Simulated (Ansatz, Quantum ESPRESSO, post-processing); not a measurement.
# Charging Rh(100), 5 layers, part 4 of 6

How does the Fermi level of Rh(100), 5 layers move as charge is added against a counter-electrode?

Quantum ESPRESSO 7.5; plane-wave DFT, PBE, GBRV ultrasoft pseudopotentials; geometry by Ansatz 0.2.0 with PAW datasets.

So far. Step 6 (Self-consistent run: charge 0.0108 e): The electrode's potential over the Fermi level goes from 5.123 to 6.573 eV, the far face's from 5.095 to 5.091 eV. Step 7 (SCF with pw.x: charge 0.0217 e): The electrode's potential over the Fermi level goes from 6.573 to 8.050 eV, the far face's from 5.091 to 5.101 eV.

**8. SCF with pw.x: charge 0.0433 e**

Input file q5.in:

```
&control
  prefix = 'q5'
  outdir = './out'
  pseudo_dir = './pseudo'
  calculation = 'scf'
  tprnfor = .true.
/
&system
  ibrav = 0
  nat = 5
  ntyp = 1
  ecutwfc = 40
  ecutrho = 200
  occupations = 'smearing'
  smearing = 'mv'
  degauss = 0.02
  assume_isolated = 'esm'
  esm_bc = 'bc3'
  tot_charge = 0.0433
/
&electrons
  conv_thr = 1e-08
  mixing_beta = 0.4
  electron_maxstep = 120
  mixing_mode = 'local-TF'
  startingpot = 'file'
/
ATOMIC_SPECIES
  Rh  102.9055  rh_pbe_v1.4.uspp.F.UPF
CELL_PARAMETERS angstrom
  2.68700576850000 0.00000000000000 0.00000000000000
  0.00000000000000 2.68700576850000 0.00000000000000
  0.00000000000000 0.00000000000000 22.60000000000000
ATOMIC_POSITIONS crystal
  Rh  0.000000000000 0.000000000000 -0.146048524770
  Rh  0.500000000000 0.500000000000 -0.061977728370
  Rh  0.000000000000 0.000000000000 0.022093068130
  Rh  0.500000000000 0.500000000000 0.108499502727
  Rh  -0.000000000000 0.000000000000 0.190296312380
K_POINTS automatic
  10 10 1 0 0 0
```

The run is started by

```bash
$ cp -r out/q4.save out/q5.save
$ OMP_NUM_THREADS=1 mpirun -n 4 pw.x -nk 4 -in q5.in > q5.out
```

What it wrote:

```text
[banner, memory and clock lines left out]
Program PWSCF v.7.5 starts
[...]
Message from routine setup:
[...]
number of electrons       =        74.96
     number of Kohn-Sham states=           45
     kinetic-energy cutoff     =      40.0000  Ry
     charge density cutoff     =     200.0000  Ry
[...]
number of k points=    21  Marzari-Vanderbilt smearing, width (Ry)=  0.0200
[...]
Dense  grid:    52725 G-vectors     FFT dimensions: (  24,  24, 200)
[...]
The initial density is read from file :
[...]
negative rho (up, down):  2.919E-01 0.000E+00
     Starting wfcs are   60 randomized atomic wfcs
[...]
negative rho (up, down):  2.926E-01 0.000E+00
[...]
estimated scf accuracy    <      30.22372133 Ry
[...]
negative rho (up, down):  2.925E-01 0.000E+00
[...]
estimated scf accuracy    <      14.88112589 Ry
[...]
negative rho (up, down):  2.926E-01 0.000E+00
[...]
estimated scf accuracy    <       0.47423412 Ry
[...]
negative rho (up, down):  2.927E-01 0.000E+00
[...]
estimated scf accuracy    <       0.12996489 Ry
[...]
negative rho (up, down):  2.925E-01 0.000E+00
[...]
estimated scf accuracy    <       0.23332023 Ry
[...]
negative rho (up, down):  2.922E-01 0.000E+00
[...]
estimated scf accuracy    <       0.08891565 Ry
[...]
negative rho (up, down):  2.918E-01 0.000E+00
[...]
estimated scf accuracy    <       0.06721455 Ry
[...]
negative rho (up, down):  2.917E-01 0.000E+00
[...]
estimated scf accuracy    <       0.04892519 Ry
[...]
negative rho (up, down):  2.916E-01 0.000E+00
[...]
estimated scf accuracy    <       0.00500439 Ry
[...]
negative rho (up, down):  2.916E-01 0.000E+00
[...]
estimated scf accuracy    <       0.00466262 Ry
[...]
negative rho (up, down):  2.917E-01 0.000E+00
[...]
estimated scf accuracy    <       0.00522933 Ry
[...]
negative rho (up, down):  2.918E-01 0.000E+00
[...]
estimated scf accuracy    <       0.00041386 Ry
[...]
negative rho (up, down):  2.918E-01 0.000E+00
[...]
estimated scf accuracy    <       0.00227742 Ry
[...]
negative rho (up, down):  2.918E-01 0.000E+00
[...]
estimated scf accuracy    <       0.00042236 Ry
[...]
negative rho (up, down):  2.921E-01 0.000E+00
[...]
estimated scf accuracy    <       0.00035101 Ry
[...]
negative rho (up, down):  2.919E-01 0.000E+00
[...]
estimated scf accuracy    <       0.00282020 Ry
[...]
negative rho (up, down):  2.921E-01 0.000E+00
[...]
estimated scf accuracy    <       0.00169149 Ry
[...]
negative rho (up, down):  2.920E-01 0.000E+00
[...]
estimated scf accuracy    <       0.00297355 Ry
[...]
negative rho (up, down):  2.918E-01 0.000E+00
[...]
estimated scf accuracy    <       0.00237264 Ry
[...]
negative rho (up, down):  2.919E-01 0.000E+00
[...]
estimated scf accuracy    <       0.00022257 Ry
[...]
negative rho (up, down):  2.918E-01 0.000E+00
[...]
estimated scf accuracy    <       0.00045429 Ry
[...]
negative rho (up, down):  2.919E-01 0.000E+00
[...]
estimated scf accuracy    <       0.00007742 Ry
[...]
negative rho (up, down):  2.919E-01 0.000E+00
[...]
estimated scf accuracy    <       0.00002350 Ry
[...]
negative rho (up, down):  2.919E-01 0.000E+00
[...]
estimated scf accuracy    <       0.00001697 Ry
[...]
negative rho (up, down):  2.919E-01 0.000E+00
[...]
estimated scf accuracy    <       0.00000073 Ry
[...]
negative rho (up, down):  2.919E-01 0.000E+00
[...]
estimated scf accuracy    <       0.00000091 Ry
[...]
negative rho (up, down):  2.919E-01 0.000E+00
[...]
estimated scf accuracy    <       0.00000167 Ry
[...]
negative rho (up, down):  2.919E-01 0.000E+00
[...]
estimated scf accuracy    <       0.00000157 Ry
[...]
negative rho (up, down):  2.919E-01 0.000E+00
[...]
estimated scf accuracy    <       0.00000028 Ry
[...]
negative rho (up, down):  2.919E-01 0.000E+00
[...]
estimated scf accuracy    <       0.00000008 Ry
[...]
negative rho (up, down):  2.919E-01 0.000E+00
[...]
estimated scf accuracy    <       0.00000001 Ry
[...]
negative rho (up, down):  2.919E-01 0.000E+00
[...]
estimated scf accuracy    <       0.00000001 Ry
[...]
negative rho (up, down):  2.919E-01 0.000E+00
[...]
estimated scf accuracy    <       0.00000002 Ry
[...]
negative rho (up, down):  2.919E-01 0.000E+00
[...]
estimated scf accuracy    <       0.00000002 Ry
[...]
negative rho (up, down):  2.919E-01 0.000E+00
[...]
estimated scf accuracy    <       0.00000003 Ry
[...]
negative rho (up, down):  2.919E-01 0.000E+00
[...]
estimated scf accuracy    <       0.00000002 Ry
[...]
negative rho (up, down):  2.919E-01 0.000E+00
[...]
estimated scf accuracy    <       0.00000001 Ry
[...]
negative rho (up, down):  2.919E-01 0.000E+00
[...]
estimated scf accuracy    <       0.00000002 Ry
[...]
negative rho (up, down):  2.919E-01 0.000E+00
[...]
estimated scf accuracy    <       0.00000001 Ry
[...]
negative rho (up, down):  2.919E-01 0.000E+00
[...]
the Fermi energy is   -11.0077 ev
!    total energy              =    -855.81945029 Ry
     estimated scf accuracy    <          7.7E-10 Ry
     smearing contrib. (-TS)   =       0.00210648 Ry
     internal energy E=F+TS    =    -855.82155677 Ry
[...]
one-electron contribution =  -95618.50454487 Ry
     hartree contribution      =   47788.81165018 Ry
     xc contribution           =    -149.54496173 Ry
     ewald contribution        =   47123.41629964 Ry
     convergence has been achieved in  40 iterations
     negative rho (up, down):  2.919E-01 0.000E+00
[...]
Total force =     0.029655     Total SCF correction =     0.000283
[...]
```

Run time: 4 min. Hardware: 4 MPI ranks of Arm Neoverse N1, shared host; peak memory 0.63 GiB.

Numbers from this step:

- Fermi energy: -11.01 eV
- slope of the potential above: 1.085 eV/Å
- vacuum line at the upper end of the cell, over the Fermi level: 11.01 eV

The electrode's potential over the Fermi level goes from 8.050 to 11.008 eV, the far face's from 5.101 to 5.101 eV.

Gauss's law asks for a slope of 180.95 q/A = 1.085 eV/Å in the gap; the run gives 1.085.

Each curve counts from the Fermi level of its own run.

The potential energy (potential at -0.0217 e) oscillates, so the rows of the table below give means over windows of 1.92 Å about each position, cut where the curve ends. Its maxima inside the range that stand out by 2 % of the span (Å: eV): -2.4: -3.04, -0.5: -3.34, 1.5: -2.66, 3.4: -3.79, 6.5: 4.63. Its minima: -3.3: -15.6, -1.4: -15.9, 0.5: -15.9, 2.5: -16.0, 4.3: -15.7.

The runs together. The potential energy by z; means over each step:

```csv
z (Å),potential at -0.0217 e (eV),potential at -0.0108 e (eV),potential at 0 e (eV),potential at 0.0108 e (eV),potential at 0.0217 e (eV),potential at 0.0433 e (eV)
-10.34,5.08,5.09,5.10,5.09,5.10,5.10
-8.42,5.08,5.09,5.09,5.09,5.10,5.10
-6.50,5.05,5.06,5.06,5.06,5.07,5.07
-4.58,0.636,0.642,0.649,0.643,0.652,0.650
-2.66,-9.70,-9.69,-9.69,-9.70,-9.69,-9.69
-0.74,-10.0,-10.0,-10.0,-10.0,-10.0,-10.0
1.18,-9.56,-9.56,-9.55,-9.56,-9.55,-9.56
3.10,-10.3,-10.3,-10.3,-10.3,-10.3,-10.3
5.02,-5.06,-5.06,-5.05,-5.05,-5.04,-5.03
6.94,4.45,4.71,4.99,5.27,5.57,6.19
8.86,3.58,4.35,5.12,5.91,6.72,8.36
10.78,2.69,3.90,5.12,6.36,7.62,10.1
```

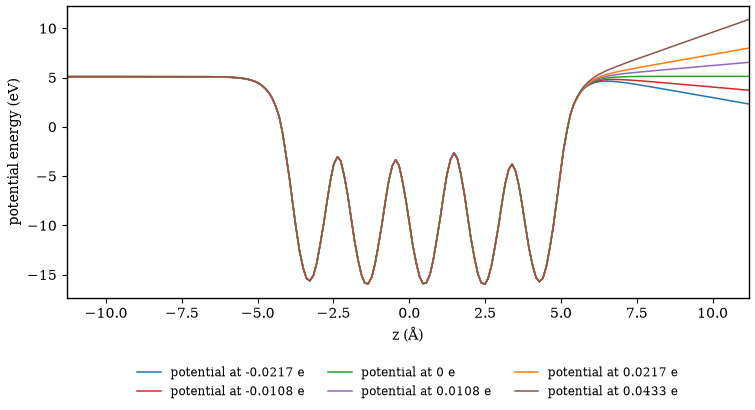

Potential energy against z.

**9. Potential against charge, and the capacitance**

This step gave:

```
mean capacitance (straight-line fit) : 1.648 μF/cm²
effective gap ε₀/C                   : 5.374 Å
```

Electrode's potential less the Fermi level against charge of the slab:

```csv
charge of the slab (1e13 e/cm²),electrode's potential less the Fermi level (eV)
-3.01,2.26
-1.50,3.69
0.00,5.12
1.50,6.57
3.01,8.05
6.00,11.0
```

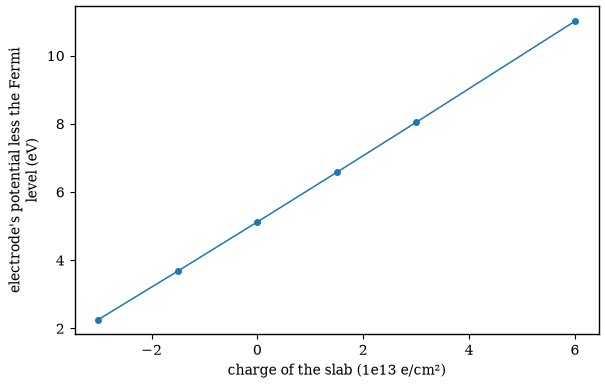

Electrode's potential less the Fermi level against charge of the slab.

Differential capacitance against charge of the slab:

```csv
charge of the slab (1e13 e/cm²),differential capacitance (μF/cm²)
-2.25,1.69
-0.75,1.67
0.75,1.65
2.25,1.64
4.50,1.62
```

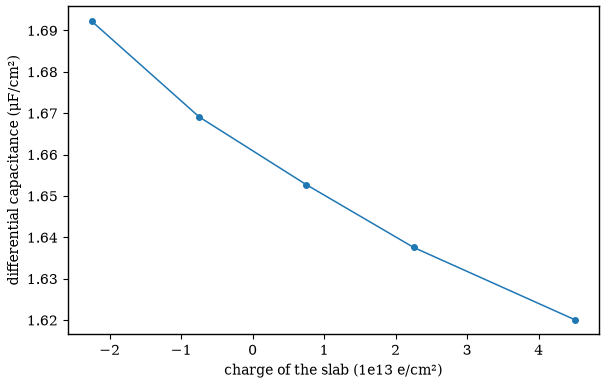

Differential capacitance, plotted against charge of the slab.

**10. SCF with pw.x: constant Fermi level -4.5 eV**

GC-SCF turns the question round: the Fermi level is set (gcscf_mu, against the electrode) and the charge is found.

mu0.in, as its differences from the input of step 8:

```diff
@@ -1,3 +1,3 @@
 &control
-  prefix = 'q5'
+  prefix = 'mu0'
   outdir = './out'
@@ -18,10 +18,14 @@
   esm_bc = 'bc3'
-  tot_charge = 0.0433
+  lgcscf = .true.
+  gcscf_mu = -4.5
+  gcscf_conv_thr = 0.001
 /
 &electrons
-  conv_thr = 1e-08
-  mixing_beta = 0.4
-  electron_maxstep = 120
-  mixing_mode = 'local-TF'
-  startingpot = 'file'
+  conv_thr = 1e-09
+  mixing_beta = 0.2
+  electron_maxstep = 160
+  mixing_mode = 'TF'
+  diagonalization = 'rmm-davidson'
+  diago_rmm_conv = .false.
+  diago_full_acc = .true.
 /
```

The run is started by

```bash
$ OMP_NUM_THREADS=1 mpirun -n 4 pw.x -nk 4 -in mu0.in > mu0.out
```

What it wrote:

```text
[banner, memory and clock lines left out]
Program PWSCF v.7.5 starts
[citation notice left out]

[...]
Message from routine iosys:
[...]
Message from routine setup:
[...]
bravais-lattice index     =            0
     lattice parameter (alat)  =       5.0777  a.u.
     unit-cell volume          =    1101.1392 (a.u.)^3
     number of atoms/cell      =            5
     number of atomic types    =            1
     number of electrons       =        75.00
     number of Kohn-Sham states=           46
     kinetic-energy cutoff     =      40.0000  Ry
     charge density cutoff     =     200.0000  Ry
     scf convergence threshold =      1.0E-09
     mixing beta               =       0.2000
     number of iterations used =            8  TF        mixing
     Exchange-correlation=  SLA  PW   PBX  PBC
                           (   1   4   3   4   0   0   0)

     Effective Screening Medium Method
     Boundary Conditions: Vacuum-Slab-Metal
     total charge in unit cell        =   0.0000
     grid points for fit at edges     =        4

     >>>>> Grand-Canonical SCF is activated <<<<<
     Initial Total Charge  =     0.000000 e
     Target Fermi Energy   =    -4.500000 eV
     Thr. of Fermi Energy  =     0.001000 eV
     Wave-shift of Kerker  =     0.400000 bohr^-1
     Wave-shift of Hartree =     1.500000 bohr^-1
     Mixing Rate of Fermi  =     0.050000

[...]
PseudoPot. # 1 for Rh read from file:
     ./pseudo/rh_pbe_v1.4.uspp.F.UPF
     Pseudo is Ultrasoft + core correction, Zval = 15.0
     Generated by new atomic code, or converted to UPF format
     Using radial grid of  969 points,  7 beta functions with:
                l(1) =   0
                l(2) =   0
                l(3) =   1
                l(4) =   1
                l(5) =   2
                l(6) =   2
                l(7) =   2
     Q(r) pseudized with  8 coefficients,  rinner =    1.200   1.200   1.200
                                                       1.200   1.200

     atomic species   valence    mass     pseudopotential
     Rh               15.00   102.90550     Rh( 1.00)

      8 Sym. Ops. (no inversion) found

[...]
number of k points=    21  Marzari-Vanderbilt smearing, width (Ry)=  0.0200
[...]
Dense  grid:    52725 G-vectors     FFT dimensions: (  24,  24, 200)

     Smooth grid:    37663 G-vectors     FFT dimensions: (  24,  24, 180)

     Initial potential from superposition of free atoms

     starting charge      72.4995, renormalised to      75.0000

     negative rho (up, down):  2.850E-01 0.000E+00
     Starting wfcs are   60 randomized atomic wfcs

     per-process dynamical memory:    58.2 Mb

     Self-consistent Calculation

     iteration #  1     ecut=    40.00 Ry     beta= 0.20
     Davidson diagonalization with overlap
     ethr =  1.00E-05,  avg # of iterations = 63.3

     negative rho (up, down):  2.823E-01 0.000E+00

     total energy              =    -856.04869100 Ry
     estimated scf accuracy    <       1.76942006 Ry

     total charge of GC-SCF    =       0.01119383 e
     the Fermi energy          =      -2.12621201 eV
                        (error :       2.37378799 eV)

     iteration #  2     ecut=    40.00 Ry     beta= 0.20
[...]
negative rho (up, down):  2.820E-01 0.000E+00

[...]
total energy              =    -855.27914885 Ry
     estimated scf accuracy    <       0.79239228 Ry

     total charge of GC-SCF    =      -0.00018172 e
     the Fermi energy          =      -5.69116996 eV
                        (error :       1.19116996 eV)

     iteration #  3     ecut=    40.00 Ry     beta= 0.20
     RMM-DIIS diagonalization
     c_bands:  2 eigenvalues not converged
     c_bands:  3 eigenvalues not converged
     c_bands:  3 eigenvalues not converged
     c_bands:  2 eigenvalues not converged
[...]
negative rho (up, down):  2.823E-01 0.000E+00

[...]
total energy              =    -855.61172514 Ry
     estimated scf accuracy    <       3.44959487 Ry

     total charge of GC-SCF    =       0.00389564 e
     the Fermi energy          =      -0.70693637 eV
                        (error :       3.79306363 eV)

     iteration #  4     ecut=    40.00 Ry     beta= 0.20
     RMM-DIIS diagonalization
     c_bands:  1 eigenvalues not converged
     c_bands:  1 eigenvalues not converged
[...]
negative rho (up, down):  2.834E-01 0.000E+00

[...]
total energy              =    -855.94394618 Ry
     estimated scf accuracy    <       0.67756021 Ry

     total charge of GC-SCF    =       0.00032484 e
     the Fermi energy          =      -3.88312600 eV
                        (error :       0.61687400 eV)

     iteration #  5     ecut=    40.00 Ry     beta= 0.20
[...]
negative rho (up, down):  2.846E-01 0.000E+00

[...]
total energy              =    -855.88708082 Ry
     estimated scf accuracy    <       0.58128301 Ry

     total charge of GC-SCF    =      -0.00249168 e
     the Fermi energy          =      -3.67604168 eV
                        (error :       0.82395832 eV)

     iteration #  6     ecut=    40.00 Ry     beta= 0.20
     RMM-DIIS diagonalization
[...]
negative rho (up, down):  2.866E-01 0.000E+00

[...]
total energy              =    -855.79198673 Ry
     estimated scf accuracy    <       0.19251304 Ry

     total charge of GC-SCF    =       0.00052638 e
     the Fermi energy          =      -3.68366189 eV
                        (error :       0.81633811 eV)

[...]
iteration # 34     ecut=    40.00 Ry     beta= 0.20
     RMM-DIIS diagonalization
     c_bands:  1 eigenvalues not converged
     c_bands:  1 eigenvalues not converged
[...]
negative rho (up, down):  2.921E-01 0.000E+00

[...]
total energy              =    -855.84509198 Ry
     estimated scf accuracy    <          3.7E-09 Ry

     total charge of GC-SCF    =      -0.00461731 e
     the Fermi energy          =      -4.50033374 eV
                        (error :       0.00033374 eV)

     iteration # 35     ecut=    40.00 Ry     beta= 0.20
[...]
c_bands:  1 eigenvalues not converged
     c_bands:  1 eigenvalues not converged
     c_bands:  1 eigenvalues not converged
[...]
negative rho (up, down):  2.920E-01 0.000E+00

[...]
total energy              =    -855.84515784 Ry
     estimated scf accuracy    <          2.2E-09 Ry

     total charge of GC-SCF    =      -0.00463127 e
     the Fermi energy          =      -4.50013841 eV
                        (error :       0.00013841 eV)

     iteration # 36     ecut=    40.00 Ry     beta= 0.20
     RMM-DIIS diagonalization
     c_bands:  1 eigenvalues not converged
     c_bands:  1 eigenvalues not converged
     c_bands:  2 eigenvalues not converged
     c_bands:  1 eigenvalues not converged
[...]
negative rho (up, down):  2.920E-01 0.000E+00

[...]
total energy              =    -855.84522522 Ry
     estimated scf accuracy    <          1.5E-09 Ry

     total charge of GC-SCF    =      -0.00465927 e
     the Fermi energy          =      -4.50009538 eV
                        (error :       0.00009538 eV)

     iteration # 37     ecut=    40.00 Ry     beta= 0.20
     RMM-DIIS diagonalization
     c_bands:  1 eigenvalues not converged
[...]
negative rho (up, down):  2.920E-01 0.000E+00

[...]
End of self-consistent calculation

          k = 0.0000 0.0000 0.0000 (  4653 PWs)   bands (ev):

   -51.4934 -51.3011 -51.1102 -51.1102 -51.0473 -51.0473 -51.0389 -50.9271
   -50.9271 -50.4955 -50.4875 -50.4875 -50.4464 -50.4275 -50.4275 -11.9634
   -10.8219 -10.5084 -10.1864  -9.7709  -9.6573  -9.5643  -8.8115  -8.0245
    -7.6615  -7.2661  -7.2661  -6.5568  -6.5568  -6.2826  -5.9963  -5.6267
    -5.4484  -5.4484  -5.3050  -5.0216  -4.9849  -4.4466  -4.3343  -4.3343
    -3.9772  -3.8721  -3.6957  -3.6957  -3.1539  -1.9027

          k = 0.0000 0.1000 0.0000 (  4681 PWs)   bands (ev):

   -51.4818 -51.3119 -51.1374 -51.1210 -51.1026 -51.0433 -51.0088 -50.9653
   -50.9276 -50.5236 -50.4909 -50.4854 -50.4643 -50.4422 -50.4251 -11.7114
   -10.6119 -10.3365 -10.0010  -9.6393  -9.4445  -9.3965  -8.6686  -7.9575
    -7.5337  -7.3262  -7.2067  -6.9966  -6.6027  -6.2871  -5.8866  -5.7920
    -5.7383  -5.6034  -5.4040  -4.9207  -4.9024  -4.8244  -4.6919  -4.1708
    -4.1283  -4.0725  -3.9632  -3.6515  -2.3383  -0.9326

[...]
the Fermi energy is    -4.5000 ev

!    total energy              =    -855.84519035 Ry
     estimated scf accuracy    <          8.2E-10 Ry

!    total charge of GC-SCF    =      -0.00465822 e
     smearing contrib. (-TS)   =       0.00227058 Ry
     internal energy E=F+TS    =    -855.84746092 Ry

     The total energy is F=E-TS. E is the sum of the following terms:
     one-electron contribution =  -95654.35664420 Ry
     hartree contribution      =   47824.65625590 Ry
     xc contribution           =    -149.56491294 Ry
     ewald contribution        =   47123.41629964 Ry
     pot.stat. contrib. (-muN) =       0.00154068 Ry

     convergence has been achieved in  37 iterations

     negative rho (up, down):  2.920E-01 0.000E+00

     Forces acting on atoms (cartesian axes, Ry/au):

     atom    1 type  1   force =     0.00000000    0.00000000    0.01379911
     atom    2 type  1   force =     0.00000000    0.00000000   -0.02377127
     atom    3 type  1   force =     0.00000000    0.00000000    0.00987936
     atom    4 type  1   force =     0.00000000    0.00000000    0.00109813
     atom    5 type  1   force =     0.00000000    0.00000000   -0.00093564

     Total force =     0.029243     Total SCF correction =     0.000885

[...]
```

Elapsed: 14 min, on 4 MPI ranks; peak memory 0.67 GiB.

Read from the output:

| Quantity | Value |
| --- | --- |
| Fermi energy | -4.5 eV |
| charge found by GC-SCF | -0.004658 e |
| vacuum line at the lower end of the cell, over the Fermi level | 5.083 eV |
| slope of the potential above | -0.1167 eV/Å |
| vacuum line at the upper end of the cell, over the Fermi level | 4.500 eV |

The potential energy, planar mean oscillates, so the rows of the table below give means over windows of 1.92 Å about each position, cut where the curve ends. Its maxima inside the range that stand out by 2 % of the span (Å: eV): -2.4: -3.04, -0.5: -3.35, 1.5: -2.66, 3.4: -3.79, 7.0: 4.95. Its minima: -3.3: -15.6, -1.4: -15.9, 0.5: -15.9, 2.5: -16.0, 4.3: -15.7.

Electrostatic potential energy of an electron; zero at the Fermi level. The potential energy, planar mean by z; means over each step:

```csv
z (Å),"potential energy, planar mean (eV)"
-10.34,5.08
-8.42,5.08
-6.50,5.05
-4.58,0.637
-2.66,-9.70
-0.74,-10.0
1.18,-9.56
3.10,-10.3
5.02,-5.06
6.94,4.87
8.86,4.78
10.78,4.59
```

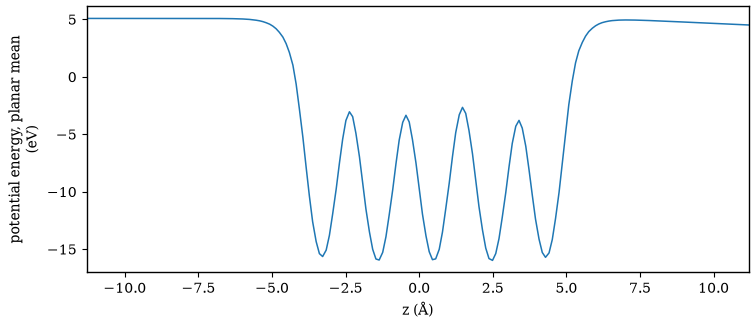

Potential energy, planar mean, plotted against z.

Gauss's law asks for a slope of 180.95 q/A = -0.117 eV/Å in the gap; the run gives -0.117.

[end of part 4 of 6]

[Logs are printed without paths, hosts, clocks, repeated set-up lines and the standing remarks that a program may print on its own settings, such as how far it seeks lower states.]

[Hosts, paths, dates, database ids (printed as entryN), source tags and the programs' standing remarks are cut or masked in the printed files.]

[Maps of the electrostatic potential energy from Ansatz leave out the sawtooth potential of an applied field or a dipole correction, so their vacuum need not be flat; planar profiles and work functions include it.]
